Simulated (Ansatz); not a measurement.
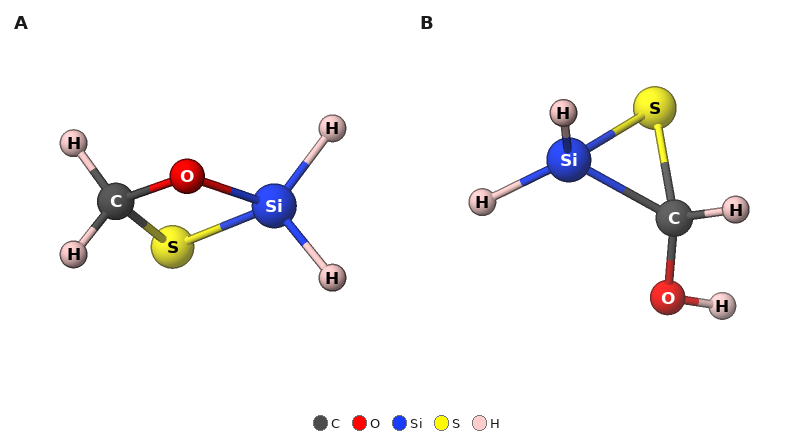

2 stationary structures of one formula. Geometries: PBE-D4/def2-SVP. Electronic energies: PBE-D4/def2-SVP (Ansatz 0.2.0), without zero-point energy. No frequency run is at hand to confirm each as a minimum.

Are they conformers, stereoisomers or constitutional isomers?

Answer. They are constitutional isomers of CH4OSSi: A `C1O[SiH2]S1`, B `O[C@@H]1[SiH2]S1`.

Which is lowest in energy, and by how much?

Answer. A is lowest (Cs); B lies 103.4 kJ/mol above it (C1).
